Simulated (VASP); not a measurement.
Band structure of MnF$_{2}$ (rutile). Calculation: LDA (Ceperley-Alder, Perdew-Zunger), VASP's LDA PAW potentials (set 64) (plane waves; VASP).

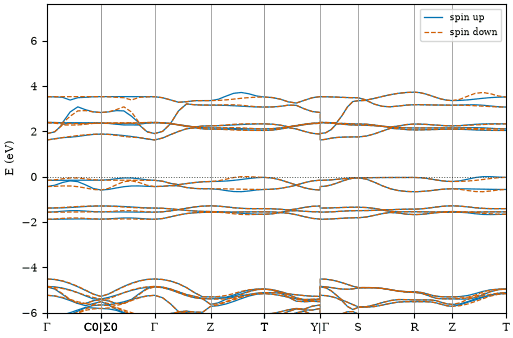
Bands along high-symmetry lines, zero at the valence-band maximum or, without a gap, the Fermi level

**Question.** Read the plot: is there a gap, and where are the band edges?

**Answer.** The gap is indirect, 1.62 eV, from the valence maximum at Z-A0 at 0.71 to the conduction minimum at Γ. (Edges off the drawn lines would not show.)

The compound is MnF2 in the rutile structure. It was relaxed first, which changed the volume by -7 %.
